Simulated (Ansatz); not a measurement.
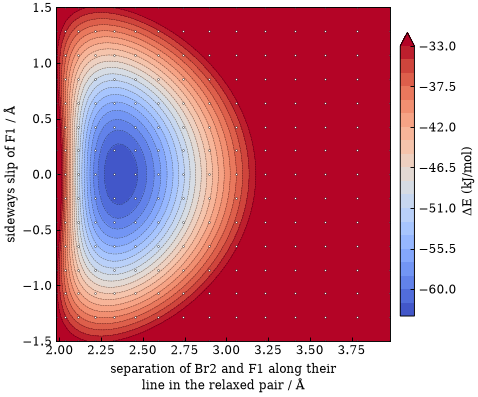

The pair F···BrH, charge −1. 
- The first coordinate is: separation of Br2 and F1 along their line in the relaxed pair; the second: sideways slip of F1.
- Nothing is relaxed (both partners rigid).
- The grid has 15 × 15 points; 120 points were computed and 105 follow by symmetry.
- Points are written as (first, second).
- Energies are in kJ/mol, from the ion and the molecule far apart, frozen as in the relaxed pair, each in its own basis (no counterpoise correction).
- Method: RKS PBE0-D4/def2-TZVPD (Ansatz 0.2.0).

In the figure: filled contours, dots at the grid points, one colour for all values above the top of the scale. Between grid points the surface is interpolated.

> Estimate the position of the minimum and the force constants in these coordinates.

The interpolated minimum is at the first coordinate ≈ 2.361 Å, sideways slip of F1 ≈ 0.000 Å. The curvatures there are about 2.9 eV/Å² and 0.39 eV/Å², with a cross term of about 0 eV/Å². Round the minimum the two coordinates are nearly uncoupled. (1 eV is 96.5 kJ/mol.)
